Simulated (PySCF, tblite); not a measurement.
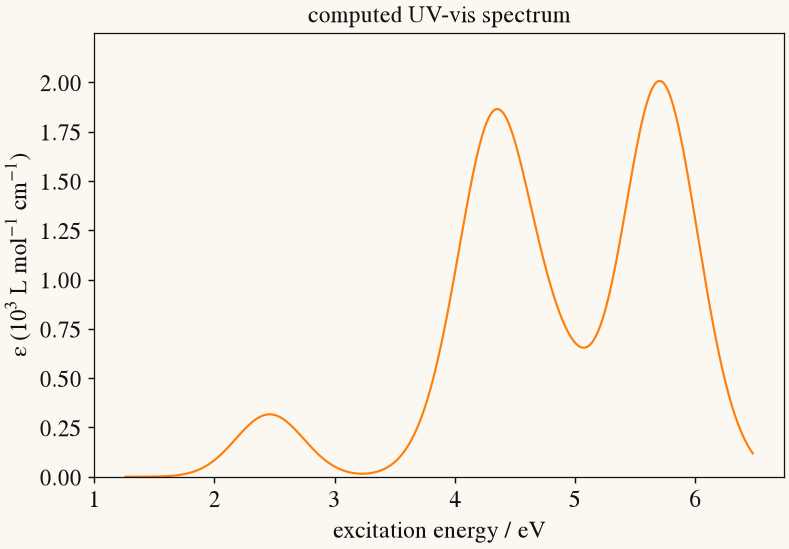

Vertical TDDFT excitations, PBE0/def2-SVPD, PySCF, at a GFN2-xTB geometry (a minimum by its frequencies), gas phase. The lowest 8 singlet states are shown; each is broadened by a Gaussian of 1/e half-width 0.40 eV.

### Whose absorption spectrum is this?
A. C₂H₆O₃Si₂, SMILES O=CC(=O)[SiH2][SiH2]O
B. C₄H₉ClGe, SMILES C=C(Cl)[C@@H](C)[GeH3], singlet
C. C₄H₉ClSi, SMILES C=C(Cl)[SiH](C)C

A. Its lowest singlet lies at 2.46 eV (f = 0.008) and the brightest of those computed is S6 at 5.66 eV (219 nm), f = 0.042, mainly HOMO → LUMO+2 (87 %).

Caveats: the tight-binding geometry is rougher than a DFT one and adds to the error; one conformer of a flexible molecule; core orbitals are frozen in the response.
